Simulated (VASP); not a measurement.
# A VASP study of RbAgBr2 (optB86b-vdW): structure first, properties next, part 3 of 5

What structure does RbAgBr2 take at this level, and what are its properties? The cell is invented: it takes the structure of a Materials Project entry for RbBr (space group 221 there), with some of its atoms replaced by other elements, volume scaled by an estimate. It may not be a known or stable phase.

VASP 6.6.1, plane waves and PAW; the level of theory is named at each step.

So far, gap on the k-mesh (eV): step 2 (rough relaxation of the start cell) 1.72; step 3 (full relaxation (optB86b-vdW)) 1.76.

**5. Bands along the symmetry lines (optB86b-vdW)**

Level of this step: optB86b-vdW; plane waves and PAW (Ag, Rb_sv, Br); invented cell (VASP).

The mesh alone shows little of the dispersion and can miss band extrema, so KPOINTS_OPT adds a path through the symmetry points after the self-consistent cycle.

Contents of INCAR:

```
SYSTEM = RbAgBr2
PREC = Accurate
ENCUT = 400
EDIFF = 1E-06
NELM = 100
ISMEAR = -1
SIGMA = 0.05
LREAL = .FALSE.
ALGO = Normal
GGA = MK
AGGAC = 0
LUSE_VDW = .TRUE.
PARAM1 = 0.1234
PARAM2 = 1
LASPH = .TRUE.
NBANDS = 31
LORBIT = 11
LWAVE = .FALSE.
LCHARG = .FALSE.
KPAR = 2
```

Contents of POSCAR:

```
RbAgBr2
1.0
    3.7516948035      0.0000000000      0.0000000000
    0.0000000000      3.7516948035      0.0000000000
    0.0000000000      0.0000000000      7.7717625749
Ag Rb Br
1 1 2
Direct
    0.0000000000      0.0000000000      0.5000000000
    0.0000000000      0.0000000000      0.0000000000
    0.5000000000      0.5000000000      0.7224232091
    0.5000000000      0.5000000000      0.2775767909
```

Contents of KPOINTS:

```
Automatic mesh
0
Gamma
6 6 3
0 0 0
```

Contents of KPOINTS_OPT:

```
Line mode
16
Line-mode
Reciprocal
  0.00000000   0.00000000   0.00000000 GAMMA
  0.00000000   0.50000000   0.00000000 X

  0.00000000   0.50000000   0.00000000 X
  0.50000000   0.50000000   0.00000000 M

  0.50000000   0.50000000   0.00000000 M
  0.00000000   0.00000000   0.00000000 GAMMA

  0.00000000   0.00000000   0.00000000 GAMMA
  0.00000000   0.00000000   0.50000000 Z

  0.00000000   0.00000000   0.50000000 Z
  0.00000000   0.50000000   0.50000000 R

  0.00000000   0.50000000   0.50000000 R
  0.50000000   0.50000000   0.50000000 A

  0.50000000   0.50000000   0.50000000 A
  0.00000000   0.00000000   0.50000000 Z

  0.00000000   0.50000000   0.00000000 X
  0.00000000   0.50000000   0.50000000 R

  0.50000000   0.50000000   0.00000000 M
  0.50000000   0.50000000   0.50000000 A
```

PAW data sets: Ag, Rb_sv and Br (PBE family, release 64).

Started as:

```
> mpirun -np 2 vasp_std
```

Log:

```text
[... set-up lines as in an earlier step ...]
 entering main loop
       N       E                     dE             d eps       ncg     rms          rms(c)
DAV:   1     0.176551256854E+03    0.17655E+03   -0.12927E+04  1240   0.802E+02
DAV:   2     0.722867820495E+01   -0.16932E+03   -0.15828E+03  1461   0.186E+02
DAV:   3    -0.246890448047E+01   -0.96976E+01   -0.96350E+01  1568   0.438E+01
DAV:   4    -0.267684108251E+01   -0.20794E+00   -0.20769E+00  1765   0.550E+00
DAV:   5    -0.267852594166E+01   -0.16849E-02   -0.16848E-02  1553   0.510E-01    0.528E+00
DAV:   6    -0.214446915703E+01    0.53406E+00   -0.54074E-01  1356   0.723E+00    0.351E+00
DAV:   7    -0.211204232131E+01    0.32427E-01   -0.38023E-01  1443   0.298E+00    0.188E+00
DAV:   8    -0.211155997306E+01    0.48235E-03   -0.38080E-02  1395   0.131E+00    0.450E-01
DAV:   9    -0.211144720131E+01    0.11277E-03   -0.33735E-03  1489   0.646E-01    0.120E-01
DAV:  10    -0.211156043538E+01   -0.11323E-03   -0.83111E-04  1403   0.200E-01    0.455E-02
DAV:  11    -0.211161909121E+01   -0.58656E-04   -0.15555E-04  1561   0.853E-02    0.349E-02
DAV:  12    -0.211161213290E+01    0.69583E-05   -0.19781E-05  1485   0.317E-02    0.121E-02
DAV:  13    -0.211161255799E+01   -0.42510E-06   -0.92685E-06  1450   0.168E-02
   1 F= -.21116126E+01 E0= -.21116126E+01  d E =-.227815E-08
 Start KPOINTS_OPT (optional k-point list driver)
k-point batch [1-20\144]
       N       E                     dE             ncg
DAV:   1     0.629530309062E+03   -0.92936E+04     1240
DAV:   2    -0.280112398139E+04   -0.34307E+04     1468
DAV:   3    -0.299258297611E+04   -0.19146E+03     1608
DAV:   4    -0.299680455460E+04   -0.42216E+01     1782
DAV:   5    -0.299683577098E+04   -0.31216E-01     1585
DAV:   6    -0.299683626300E+04   -0.49202E-03     1725
DAV:   7    -0.299683626489E+04   -0.18879E-05     1419
DAV:   8    -0.299683626496E+04   -0.72407E-07      953
[...]
k-point batch [141-144\144]
       N       E                     dE             ncg
DAV:   1     0.169378875878E+05   -0.44111E+04      248
DAV:   2     0.163018933479E+05   -0.63599E+03      306
DAV:   3     0.162676893667E+05   -0.34204E+02      304
DAV:   4     0.162668966707E+05   -0.79270E+00      384
DAV:   5     0.162668928044E+05   -0.38663E-02      290
DAV:   6     0.162668927511E+05   -0.53254E-04      336
DAV:   7     0.162668927505E+05   -0.59750E-06      251
```

It took 1.9 min on 2 MPI ranks of AMD EPYC 7R43, shared host; peak memory 0.78 GiB.

Parts of OUTCAR (step 5):

```text
   k-points           NKPTS =     20   k-points in BZ     NKDIM =     20   number of bands    NBANDS=     31

   NELECT =      34.0000    total number of electrons

 E-fermi :   2.4355

 k-point     1 :       0.0000    0.0000    0.0000
  band No.  band energies     occupation
    ...
     13       0.7233      2.00000
     14       0.7245      2.00000
     15       0.7245      2.00000
     16       1.3907      2.00000
     17       1.3907      2.00000
     18       3.2632      0.00000
     19       6.6324      0.00000
     20       6.8659      0.00000
     21       7.0497      0.00000
     22       9.6473      0.00000
    ...

Total vdW correction in eV:      6.5239459

  Total       -0.0065350     -0.0065350     -0.0179156      0.0000000      0.0000000      0.0000000
  in kB       -0.0957153     -0.0957153     -0.2624019      0.0000000      0.0000000      0.0000000
  external PRESSURE =      -0.1512775 kB  Pullay stress =       0.0000000 kB

 POSITION                                       TOTAL-FORCE (eV/Angst)
 -----------------------------------------------------------------------------------
      0.00000      0.00000      3.88588         0.000000      0.000000      0.000000
      0.00000      0.00000      0.00000         0.000000      0.000000      0.000000
      1.87585      1.87585      5.61450         0.000000     -0.000000     -0.009750
      1.87585      1.87585      2.15726         0.000000      0.000000      0.009750
 -----------------------------------------------------------------------------------
    total drift:                                0.000000     -0.000000      0.000000

  FREE ENERGIE OF THE ION-ELECTRON SYSTEM (eV)
  ---------------------------------------------------
  free  energy   TOTEN  =        -2.1116125580 eV

  energy  without entropy=       -2.1116125557  energy(sigma->0) =       -2.11161256

Total vdW correction in eV:      6.5239993

[... 8 parts as in an earlier step ...]

[... 8 further parts left out ...]
```

Spin-orbit coupling is off here; it would split degenerate levels.

This step gave:

```
bands                             : 31
Fermi energy                      : 2.436 eV
pressure                          : -0.01513 GPa
least gap on mesh and path        : 1.741 eV
least direct gap on mesh and path : 1.872 eV
valence top at k                  : 0, 0.5, 0.5
```

Electronic bands along the path, in eV, zero at the valence-band top; v1 is the highest filled band, c1 the lowest empty one:

```
    point     v4     v3     v2     v1    c1    c2    c3    c4
        Γ  -0.80  -0.80  -0.13  -0.13  1.74  5.11  5.34  5.53
        X  -1.66  -0.42  -0.30  -0.09  3.10  5.67  6.39  7.12
        M  -0.94  -0.89  -0.89  -0.40  2.45  5.66  5.91  5.91
        Γ  -0.80  -0.80  -0.13  -0.13  1.74  5.11  5.34  5.53
        Z  -0.89  -0.89  -0.05  -0.05  2.55  4.43  5.34  5.58
        R  -1.63  -0.55  -0.40   0.00  3.67  5.28  5.36  7.99
        A  -1.19  -0.72  -0.72  -0.55  2.73  4.55  5.38  5.38
        Z  -0.89  -0.89  -0.05  -0.05  2.55  4.43  5.34  5.58
jump to X  -1.66  -0.42  -0.30  -0.09  3.10  5.67  6.39  7.12
        R  -1.63  -0.55  -0.40   0.00  3.67  5.28  5.36  7.99
jump to M  -0.94  -0.89  -0.89  -0.40  2.45  5.66  5.91  5.91
        A  -1.19  -0.72  -0.72  -0.55  2.73  4.55  5.38  5.38
```

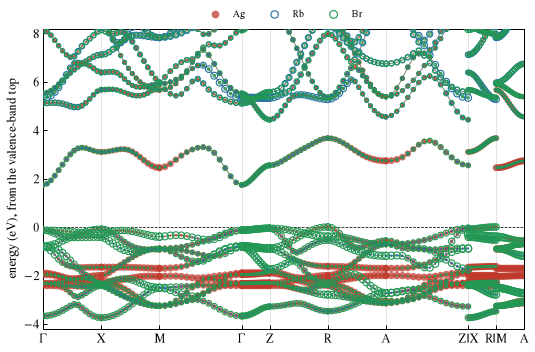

Electronic bands along the path; dots are coloured as in the legend, and their area grows with the weight.

The path finds the gap of the mesh within 0.02 eV, so the mesh comes close to both band edges.

**6. Total and projected DOS (optB86b-vdW)**

Here the states are counted by energy and projected on the atoms. The mesh is finer than in the run before.

INCAR, as its differences from that of step 5:

```diff
@@ -5,3 +5,3 @@
 NELM = 100
-ISMEAR = -1
+ISMEAR = -5
 SIGMA = 0.05
@@ -20 +20,2 @@
 KPAR = 2
+NEDOS = 2001
```

POSCAR is that of step 5.

Contents of KPOINTS:

```
Automatic mesh
0
Gamma
9 9 5
0 0 0
```

Started as:

```
> mpirun -np 2 vasp_std
```

Log:

```text
[... set-up lines as in an earlier step ...]
 entering main loop
       N       E                     dE             d eps       ncg     rms          rms(c)
DAV:   1     0.176415467030E+03    0.17642E+03   -0.12967E+04  2790   0.800E+02
DAV:   2     0.721004080761E+01   -0.16921E+03   -0.15889E+03  3287   0.186E+02
DAV:   3    -0.247511445272E+01   -0.96852E+01   -0.96178E+01  3624   0.436E+01
DAV:   4    -0.267771236340E+01   -0.20260E+00   -0.20233E+00  3963   0.543E+00
DAV:   5    -0.267925261755E+01   -0.15403E-02   -0.15402E-02  3572   0.463E-01    0.529E+00
DAV:   6    -0.214557661953E+01    0.53368E+00   -0.53800E-01  3071   0.731E+00    0.351E+00
DAV:   7    -0.211364776584E+01    0.31929E-01   -0.38483E-01  3259   0.303E+00    0.188E+00
DAV:   8    -0.211315493141E+01    0.49283E-03   -0.39026E-02  3161   0.136E+00    0.453E-01
DAV:   9    -0.211301953742E+01    0.13539E-03   -0.35144E-03  3345   0.675E-01    0.123E-01
DAV:  10    -0.211313132301E+01   -0.11179E-03   -0.86733E-04  3208   0.206E-01    0.458E-02
DAV:  11    -0.211319093021E+01   -0.59607E-04   -0.16182E-04  3390   0.891E-02    0.357E-02
DAV:  12    -0.211318357792E+01    0.73523E-05   -0.20836E-05  3380   0.336E-02    0.126E-02
DAV:  13    -0.211318414686E+01   -0.56894E-06   -0.10279E-05  3317   0.174E-02    0.330E-03
DAV:  14    -0.211318407003E+01    0.76835E-07   -0.70400E-07  1942   0.503E-03
   1 F= -.21131841E+01 E0= -.21131841E+01  d E =0.000000E+00
```

Wall time 77 s (2 MPI ranks); peak memory 0.82 GiB.

Parts of OUTCAR (step 6):

```text
   k-points           NKPTS =     45   k-points in BZ     NKDIM =     45   number of bands    NBANDS=     31

   NELECT =      34.0000    total number of electrons

 E-fermi :   1.5113

 k-point     1 :       0.0000    0.0000    0.0000
  band No.  band energies     occupation
    ...
     13       0.7219      2.00000
     14       0.7230      2.00000
     15       0.7230      2.00000
     16       1.3895      2.00000
     17       1.3895      2.00000
     18       3.2631      0.00000
     19       6.6323      0.00000
     20       6.8660      0.00000
     21       7.0494      0.00000
     22       9.6469      0.00000
    ...

Total vdW correction in eV:      6.5236600

  Total       -0.0090860     -0.0090860     -0.0161427      0.0000000      0.0000000      0.0000000
  in kB       -0.1330781     -0.1330781     -0.2364356      0.0000000      0.0000000      0.0000000
  external PRESSURE =      -0.1675306 kB  Pullay stress =       0.0000000 kB

 POSITION                                       TOTAL-FORCE (eV/Angst)
 -----------------------------------------------------------------------------------
      0.00000      0.00000      3.88588        -0.000000     -0.000000      0.000000
      0.00000      0.00000      0.00000        -0.000000     -0.000000      0.000000
      1.87585      1.87585      5.61450        -0.000000      0.000000     -0.010451
      1.87585      1.87585      2.15726         0.000000      0.000000      0.010451
 -----------------------------------------------------------------------------------
    total drift:                                0.000000     -0.000000      0.000000

  FREE ENERGIE OF THE ION-ELECTRON SYSTEM (eV)
  ---------------------------------------------------
  free  energy   TOTEN  =        -2.1131840700 eV

  energy  without entropy=       -2.1131840700  energy(sigma->0) =       -2.11318407

Total vdW correction in eV:      6.5236411

[... 6 parts as in an earlier step ...]

[... 10 further parts left out ...]
```

Numbers from this step:

| Quantity | Value |
| --- | --- |
| SCF cycles | 14 |
| irreducible k-points | 45 |
| free energy (TOTEN) | -2.113 eV |
| Fermi energy | 1.511 eV |
| pressure | -0.01675 GPa |
| valence top at k | 0.4444, 0, 0.4 |
| gap on the k-mesh | 1.771 eV |
| least direct gap on the k-mesh | 1.874 eV |

The density of states has structure finer than the step of the table below, so its rows give means over 1 eV, whole bins alone (the curve runs from -12.0 to 8.31 eV). Peaks (eV: height): total -10.0: 18.6, -9.7: 31.1, -2.4: 11.9, -2.1: 18.2; Ag d -2.4: 6.91, -2.1: 14.0, -1.6: 7.39, -0.9: 3.15; Br p -2.8: 2.51, -0.9: 4.28, -0.8: 3.81, -0.4: 4.83; Ag s -3.2: 0.291, 3.3: 1.76; Rb p -10.0: 15.5, -9.7: 27.0.

States under -12.0 eV and over 8.3 eV are left out; flat bands give spikes narrower than the energy grid, so sums over such rows miss the true count of states. Density of states against energy, zero at the valence-band top; means over each step; values in states/eV/cell:

```
energy (eV)   total     Ag d     Br p     Ag s     Rb p
        -11       0        0        0        0        0
        -10    6.13   9.9e-4   0.0186   4.6e-4     5.28
         -9   0.716        0   6.5e-4   8.3e-6    0.647
         -8       0        0        0        0        0
         -7       0        0        0        0        0
         -6       0        0        0        0        0
         -5       0        0        0        0        0
         -4   0.102   0.0111   0.0332  0.00745   6.4e-4
         -3    5.73     1.92     1.62    0.121   0.0436
         -2    8.00     5.33     1.16   0.0246   0.0238
         -1    5.16     1.37     2.19  0.00699   0.0473
          0    2.69    0.514     1.41   5.6e-4   0.0100
          1       0        0        0        0        0
          2  0.0542   6.0e-5  0.00817   0.0147   4.0e-4
          3    1.83   0.0104    0.283    0.626  0.00902
          4  0.0784   5.3e-4   0.0140   0.0270   1.9e-4
          5   0.799  0.00468   0.0366  0.00420  0.00567
          6    3.42   0.0255    0.169   0.0209   0.0408
          7    2.64   0.0352    0.195   0.0203   0.0382
```

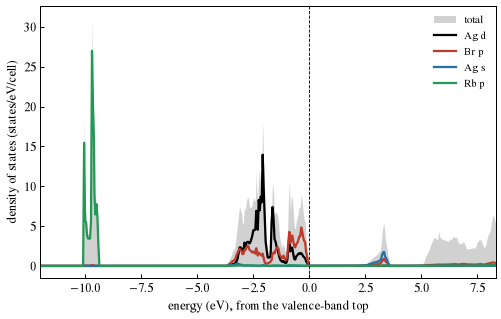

Density of states, plotted against energy.

The gap on this mesh is 1.77 eV. In the top eV of the valence band the largest shares in the PAW spheres are Br p 48 % and Ag d 22 %. The rest lies in smaller channels or between the spheres.

**7. Band structure (r2SCAN)**

This step: r2SCAN; plane waves and PAW (Ag, Rb_sv, Br); invented cell (VASP 6.6.1).

The mesh alone shows little of the dispersion and can miss band extrema, so KPOINTS_OPT adds a path through the symmetry points after the self-consistent cycle. r2SCAN adds the kinetic-energy density, costs more than a GGA and is run with LASPH.

Contents of INCAR:

```
SYSTEM = RbAgBr2
PREC = Accurate
ENCUT = 400
EDIFF = 1E-06
NELM = 100
ISMEAR = -1
SIGMA = 0.05
LREAL = .FALSE.
ALGO = Normal
METAGGA = R2SCAN
LASPH = .TRUE.
NBANDS = 31
LORBIT = 11
LWAVE = .FALSE.
LCHARG = .FALSE.
KPAR = 2
```

POSCAR is that of step 6.

Contents of KPOINTS:

```
Automatic mesh
0
Gamma
6 6 3
0 0 0
```

KPOINTS_OPT is that of step 5.

Started as:

```
> mpirun -np 2 vasp_std
```

Log:

```text
[banner, memory and clock lines left out]
running    2 mpi-ranks, on    1 nodes
 distrk:  each k-point on    1 cores,    2 groups
 distr:  one band on    1 cores,    1 groups

 POSCAR found type information on POSCAR AgRbBr
 POSCAR found :  3 types and       4 ions
 [... a notice as in an earlier step ...]

 LDA part: xc-table for (None), standard interpolation
 POSCAR, INCAR and KPOINTS ok, starting setup
 FFT: planning ... GRIDC
 FFT: planning ... GRID_SOFT
 FFT: planning ... GRID
 WAVECAR not read
 entering main loop
       N       E                     dE             d eps       ncg     rms          rms(c)
DAV:   1     0.107422186971E+03    0.10742E+03   -0.13179E+04  1240   0.821E+02
DAV:   2    -0.651328418897E+02   -0.17256E+03   -0.16074E+03  1476   0.189E+02
DAV:   3    -0.751718128588E+02   -0.10039E+02   -0.99660E+01  1632   0.449E+01
DAV:   4    -0.753993580849E+02   -0.22755E+00   -0.22723E+00  1712   0.571E+00
DAV:   5    -0.754009138910E+02   -0.15558E-02   -0.15558E-02  1594   0.495E-01    0.516E+00
DAV:   6    -0.660743303575E+02    0.93266E+01   -0.50829E+00  1720   0.161E+01    0.553E+00
DAV:   7    -0.659875649739E+02    0.86765E-01   -0.40609E-01  1490   0.326E+00    0.349E+00
DAV:   8    -0.659583508334E+02    0.29214E-01   -0.15137E-01  1488   0.228E+00    0.912E-01
DAV:   9    -0.659637093275E+02   -0.53585E-02   -0.18403E-02  1459   0.770E-01    0.363E-01
DAV:  10    -0.659636110593E+02    0.98268E-04   -0.52704E-03  1441   0.482E-01    0.950E-02
DAV:  11    -0.659636923999E+02   -0.81341E-04   -0.44086E-04  1505   0.168E-01    0.336E-02
DAV:  12    -0.659637048535E+02   -0.12454E-04   -0.38442E-05  1493   0.505E-02    0.121E-02
DAV:  13    -0.659637103745E+02   -0.55210E-05   -0.78722E-06  1401   0.164E-02    0.326E-03
DAV:  14    -0.659637107202E+02   -0.34565E-06   -0.73454E-07  1102   0.620E-03
   1 F= -.65963711E+02 E0= -.65963711E+02  d E =-.128571E-10
 Start KPOINTS_OPT (optional k-point list driver)
k-point batch [1-20\144]
       N       E                     dE             ncg
DAV:   1     0.508351330773E+03   -0.94148E+04     1240
DAV:   2    -0.306929639972E+04   -0.35776E+04     1460
DAV:   3    -0.326375358043E+04   -0.19446E+03     1608
DAV:   4    -0.326788360373E+04   -0.41300E+01     1806
DAV:   5    -0.326791637122E+04   -0.32767E-01     1563
DAV:   6    -0.326791682033E+04   -0.44911E-03     1716
DAV:   7    -0.326791682257E+04   -0.22424E-05     1412
DAV:   8    -0.326791682266E+04   -0.83873E-07      960
[...]
k-point batch [141-144\144]
       N       E                     dE             ncg
DAV:   1     0.169111201096E+05   -0.44378E+04      248
DAV:   2     0.162471523690E+05   -0.66397E+03      306
DAV:   3     0.162125696302E+05   -0.34583E+02      297
DAV:   4     0.162117433823E+05   -0.82625E+00      384
DAV:   5     0.162117378877E+05   -0.54945E-02      297
DAV:   6     0.162117378112E+05   -0.76554E-04      328
DAV:   7     0.162117378104E+05   -0.78800E-06      251
```

It took 5.6 min on 2 MPI ranks; peak memory 0.37 GiB; 11 min of CPU time.

From OUTCAR (step 7):

```text
   NELECT =      34.0000    total number of electrons

 E-fermi :   2.4210

 k-point     1 :       0.0000    0.0000    0.0000
  band No.  band energies     occupation
    ...
     13       0.4439      2.00000
     14       0.4440      2.00000
     15       0.4440      2.00000
     16       1.1399      2.00000
     17       1.1399      2.00000
     18       3.6824      0.00000
     19       6.9487      0.00000
     20       7.1646      0.00000
     21       7.5134      0.00000
     22      10.1866      0.00000
    ...

  Total        0.5375849      0.5375849      0.5740493      0.0000000      0.0000000      0.0000000
  in kB        7.8737772      7.8737772      8.4078550      0.0000000      0.0000000      0.0000000
  external PRESSURE =       8.0518032 kB  Pullay stress =       0.0000000 kB

 POSITION                                       TOTAL-FORCE (eV/Angst)
 -----------------------------------------------------------------------------------
      0.00000      0.00000      3.88588        -0.000000      0.000000     -0.000000
      0.00000      0.00000      0.00000        -0.000000      0.000000     -0.000000
      1.87585      1.87585      5.61450        -0.000000      0.000000     -0.006261
      1.87585      1.87585      2.15726         0.000000     -0.000000      0.006261
 -----------------------------------------------------------------------------------
    total drift:                                0.000000     -0.000000      0.000000

  FREE ENERGIE OF THE ION-ELECTRON SYSTEM (eV)
  ---------------------------------------------------
  free  energy   TOTEN  =       -65.9637107202 eV

  energy  without entropy=      -65.9637107202  energy(sigma->0) =      -65.96371072

[... 8 parts as in an earlier step ...]

[... 9 further parts left out ...]
```

Numbers from this step:

```yaml
irreducible_k_points: 20
free_energy_toten: -65.9637 eV
fermi_energy: 2.421 eV
pressure: 0.8052 GPa
least_gap_on_mesh_and_path: 2.413 eV
least_direct_gap_on_mesh_and_path: 2.542 eV
valence_top_at_k: 0, 0.5, 0.5
```

The electronic bands at the labelled points (eV, zero at the valence-band top; v1 is the highest filled band, c1 the lowest empty one):

```
    point     v4     v3     v2     v1    c1    c2    c3    c4
        Γ  -0.82  -0.82  -0.13  -0.13  2.41  5.68  5.90  6.24
        X  -1.61  -0.41  -0.33  -0.08  3.70  6.39  7.06  7.82
        M  -0.90  -0.86  -0.86  -0.43  3.07  6.27  6.53  6.53
        Γ  -0.82  -0.82  -0.13  -0.13  2.41  5.68  5.90  6.24
        Z  -0.91  -0.91  -0.05  -0.05  3.14  5.16  5.89  6.19
        R  -1.58  -0.54  -0.42   0.00  4.27  5.91  6.07  8.69
        A  -1.20  -0.70  -0.70  -0.54  3.38  5.14  5.99  5.99
        Z  -0.91  -0.91  -0.05  -0.05  3.14  5.16  5.89  6.19
jump to X  -1.61  -0.41  -0.33  -0.08  3.70  6.39  7.06  7.82
        R  -1.58  -0.54  -0.42   0.00  4.27  5.91  6.07  8.69
jump to M  -0.90  -0.86  -0.86  -0.43  3.07  6.27  6.53  6.53
        A  -1.20  -0.70  -0.70  -0.54  3.38  5.14  5.99  5.99
```

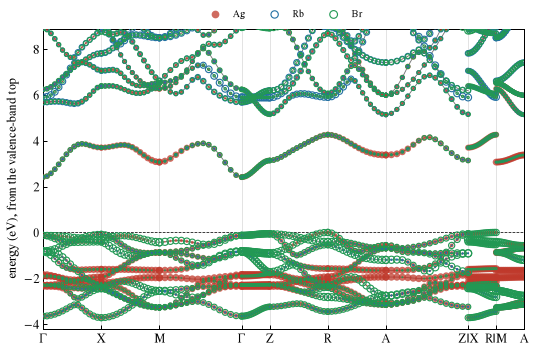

Electronic bands along the path; dots are coloured as in the legend, and their area grows with the weight.

The gap moves by +0.67 eV against optB86b-vdW.

On this path the gap is indirect, 2.41 eV, with the valence top at R and the conduction bottom at Γ. The least direct gap is 2.54 eV.

[end of part 3 of 5]

[Lines on the potential files, build, host, timing and source positions are cut from VASP's logs without a mark.]

[Logs are printed without paths, hosts, clocks, repeated set-up lines and the standing remarks that a program may print on its own settings, such as how far it seeks lower states.]

[Hosts, paths, dates, database ids (printed as entryN), source tags and the programs' standing remarks are cut or masked in the printed files.]

[A measured line is paired with the nearest computed mode of its activity, which favours agreement.]
